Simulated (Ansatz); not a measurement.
**FH5W···NH3: density, localisation and related maps**

```yaml
atoms:
  - { symbol: W, position_ang: [-0.1193, -0.1069, 0.0901] }
  - { symbol: F, position_ang: [-0.2877, -0.1248, 1.9293] }
  - { symbol: H, position_ang: [1.4101, 0.1076, -0.5879] }
  - { symbol: H, position_ang: [0.1425, 1.3700, -0.6820] }
  - { symbol: H, position_ang: [-1.4519, 0.5532, -0.7016] }
  - { symbol: H, position_ang: [0.6080, -1.4925, -0.5342] }
  - { symbol: H, position_ang: [-1.1632, -1.2149, -0.6312] }
  - { symbol: N, position_ang: [1.9447, 2.0277, 1.6311] }
  - { symbol: H, position_ang: [2.4837, 1.3438, 1.1043] }
  - { symbol: H, position_ang: [1.3290, 2.5319, 0.9966] }
  - { symbol: H, position_ang: [1.3962, 1.5598, 2.3485] }
```

Core potentials replace the inner electrons of W.

Method: RKS B3LYP-D4/def2-SVP in Ansatz.

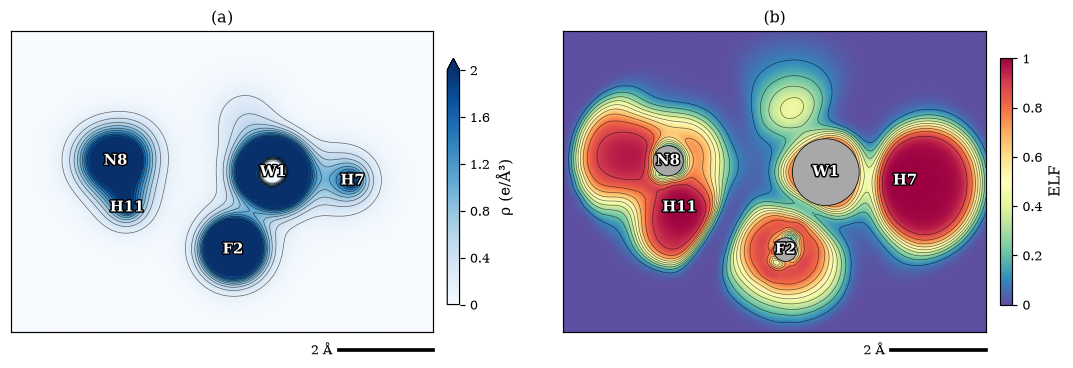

Figure 1. (a) electron density; (b) electron localisation function on the plane of atoms F2, W1 and H7. Grey discs cover the atomic cores in the ELF map.

Read the bonding off the picture.

- Atoms in the plane: W, F, H and N.
- W1···N8 (3.35 Å): the density falls to about 0.07 e/Å³ on the way; the ELF dips to about 0.05 between them.
- W–F (1.85 Å): ρ at the midpoint is about 1 e/Å³; the ELF peaks at about 0.85 in the valence shell of F, 0.6 Å from its nucleus, and drops to about 0.20 between the two atoms.
- N–H (1.02 Å): ρ at the midpoint is about 2.8 e/Å³; the ELF climbs to about 1 towards the hydrogen, as it does in any bond to H; a covalent bond by its length.
- W–H (1.68 Å): ρ is about 1.5 e/Å³ halfway; the ELF climbs to about 1 towards the hydrogen.
- The ELF also peaks beside N8, away from the bonds: lone-pair regions.

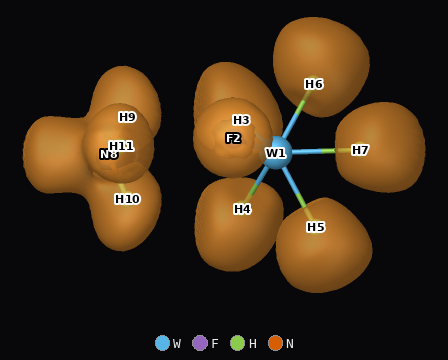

Figure 2. Isosurface of the electron localisation function at 0.75 (orange), seen from one side. Core shells and regions of very low density are left out.

Where are the electrons localised?

At this value the surface marks out five regions around hydrogen nuclei, one region wrapped around F (its valence shell) and one joined region spread over several atoms (H, N), in which their bonds and any lone pairs are merged.

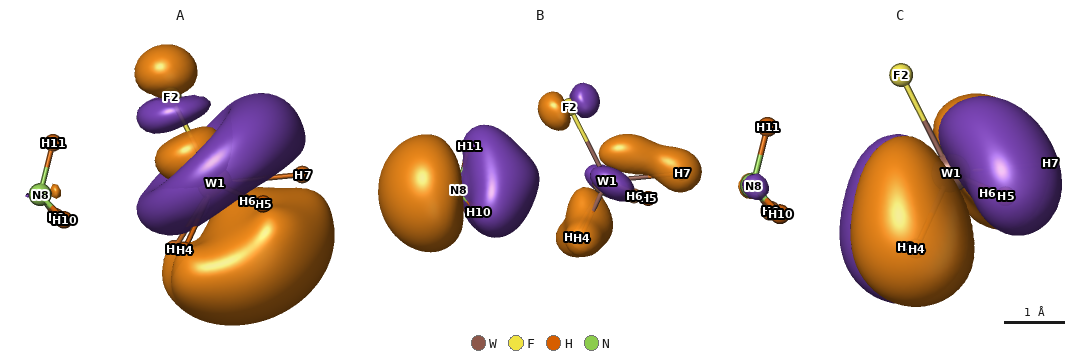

Figure 3. Three frontier orbitals at ±0.08 Å⁻³ᐟ² (orange and purple are the two phases), in no order.

Order the three orbitals by energy and name them.

C is the HOMO−1 (−8.56 eV). Its weight (Hirshfeld) is mainly on W1 (about 55 %), H4 (about 15 %), H3 (about 15 %), H5 (about 5 %) and H6 (about 5 %). B is the HOMO (−7.34 eV). Its weight (Hirshfeld) is mainly on N8 (about 75 %) and W1 (about 5 %); largely a lone pair of N8. A is the LUMO (−2.68 eV). Its weight (Hirshfeld) is mainly on W1 (about 70 %) and F2 (about 5 %).

What is the HOMO–LUMO gap?

4.66 eV between the orbital energies.
